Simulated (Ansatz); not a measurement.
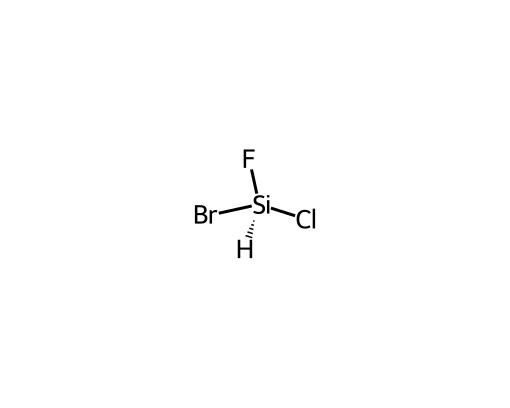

Structural formula above. The geometry was computed by an optimisation with PBE-D4/def2-SVP. No frequency run is at hand to confirm it as a minimum.

What does the molecule look like in three dimensions?

The molecule is BrClFHSi. As SMILES it reads `F[Si@@H](Cl)Br`. Among its groups: Si–H bond. The point group is C1. Coordination: 1 Si tetrahedral.

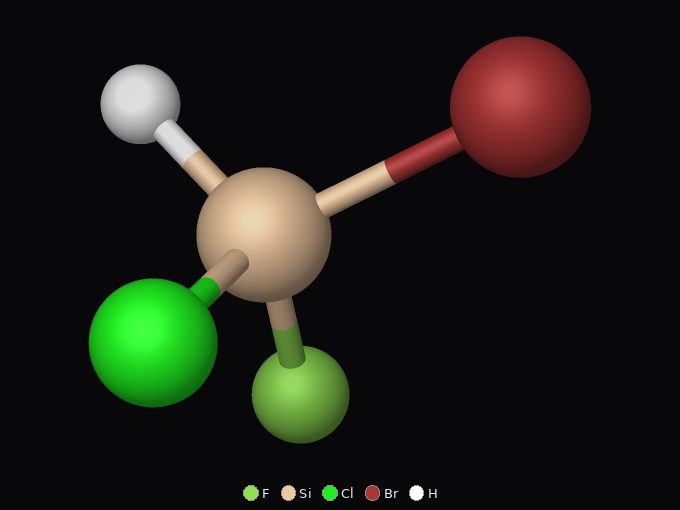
